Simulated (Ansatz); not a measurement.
C₅H₉FOSi (SMILES C[C@]1(O[SiH2]F)C=CC1)

```json
{"atom": "C", "x (Å)": "-2.0746", "y (Å)": "0.5342", "z (Å)": "2.0107"}
{"atom": "C", "x (Å)": "-0.8995", "y (Å)": "0.8960", "z (Å)": "1.1151"}
{"atom": "C", "x (Å)": "0.2000", "y (Å)": "1.7502", "z (Å)": "1.7491"}
{"atom": "C", "x (Å)": "-0.0420", "y (Å)": "2.8089", "z (Å)": "0.9431"}
{"atom": "C", "x (Å)": "-1.1317", "y (Å)": "2.1235", "z (Å)": "0.1418"}
{"atom": "F", "x (Å)": "1.0324", "y (Å)": "0.4335", "z (Å)": "-1.6637"}
{"atom": "O", "x (Å)": "-0.4741", "y (Å)": "-0.3105", "z (Å)": "0.4707"}
{"atom": "Si", "x (Å)": "0.9724", "y (Å)": "-0.5215", "z (Å)": "-0.3276"}
{"atom": "H", "x (Å)": "-2.4826", "y (Å)": "1.4350", "z (Å)": "2.5085"}
{"atom": "H", "x (Å)": "-1.7531", "y (Å)": "-0.1877", "z (Å)": "2.7879"}
{"atom": "H", "x (Å)": "-2.8747", "y (Å)": "0.0590", "z (Å)": "1.4084"}
{"atom": "H", "x (Å)": "2.1609", "y (Å)": "-0.1589", "z (Å)": "0.5082"}
{"atom": "H", "x (Å)": "0.9678", "y (Å)": "-1.9481", "z (Å)": "-0.7659"}
{"atom": "H", "x (Å)": "0.8904", "y (Å)": "1.5613", "z (Å)": "2.5863"}
{"atom": "H", "x (Å)": "0.3736", "y (Å)": "3.8281", "z (Å)": "0.8947"}
{"atom": "H", "x (Å)": "-2.1434", "y (Å)": "2.5819", "z (Å)": "0.1813"}
{"atom": "H", "x (Å)": "-0.8747", "y (Å)": "1.8949", "z (Å)": "-0.9123"}
```

Geometry: PBE-D3(BJ)/def2-SVP.

All numbers below come from Ansatz, isolated molecule in a Gaussian basis; Kohn-Sham density functional theory, functional PBE0.

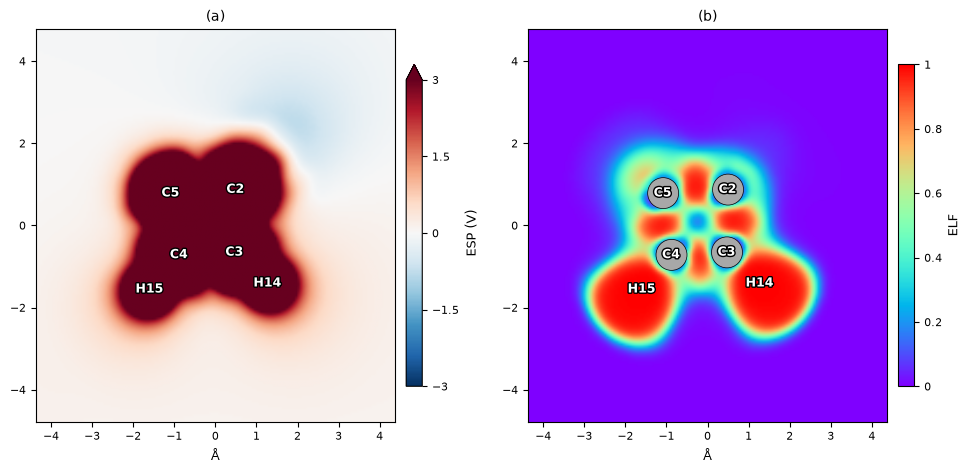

Figure 1. (a) electrostatic potential; (b) ELF on the plane of atoms C4, C3 and H14. Grey discs cover the atomic cores in the ELF map.

What does the map show?

Answer.
- The plane passes through C and H nuclei.
- C–C (1.35 Å): the ELF peaks at about 0.90 between the atoms, as expected for localised, covalent bonding.
- C–H (1.10 Å): the ELF climbs to about 1 towards the hydrogen, as it does in any bond to H; a covalent bond by its length.
- C–C (1.52 Å): the ELF peaks at about 0.95 between the atoms (a shared electron pair).
- Outside the dense part of the molecule the potential is most negative (−0.8 V) near O7, which lies off the plane.

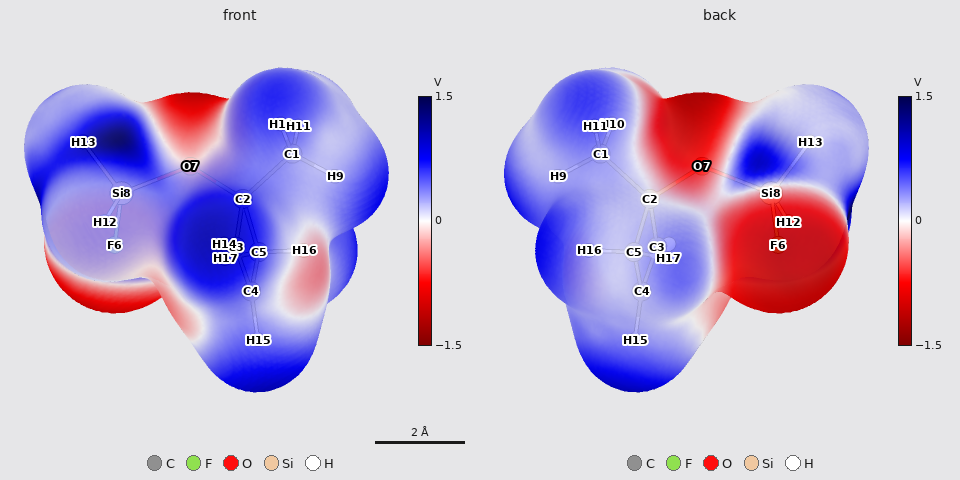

Figure 2. The electrostatic potential painted on the density surface at 0.002 e/bohr³, seen from the front and from behind; the colour scale runs from red (negative) to blue (positive).

Which sites attract a positive test charge, and which a negative one?

Answer. A positive charge is drawn to the negative regions and a negative charge to the positive ones. The most negative region (about −1.1 V) lies over O7, the most positive (about +1.3 V) over Si8. O7 is the likeliest acceptor of a hydrogen bond.

What dipole moment does the calculation give?

Answer. Its dipole moment is 1.76 D.

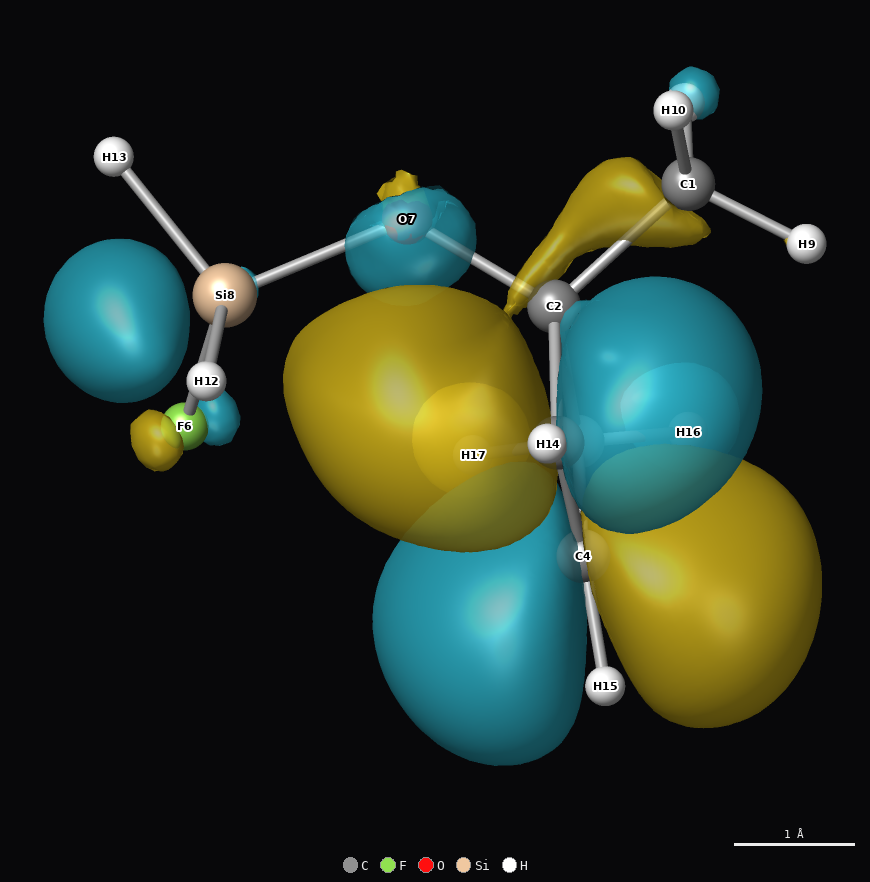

Figure 3. The LUMO at ±0.08 Å⁻³ᐟ² (yellow and cyan are the two phases), seen across its widest extent.

Where does this orbital lie, and at what energy?

Answer. By Hirshfeld shares it lies mainly on C4 (about 35 %), C3 (about 25 %) and Si8 (about 5 %); π-antibonding (π*) across C4–C3. Its energy is −0.37 eV.

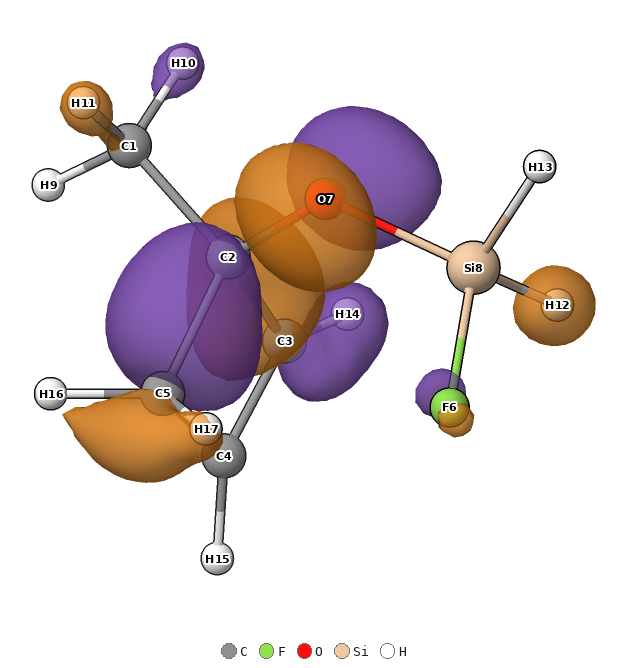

Figure 4. The HOMO−1 at ±0.15 Å⁻³ᐟ² (orange and purple are the two phases), seen at an oblique angle.

Describe this orbital and give its energy.

Answer. By Hirshfeld shares it lies mainly on O7 (about 30 %), C2 (about 15 %), C5 (about 15 %) and C3 (about 10 %). Its energy is −8.30 eV.
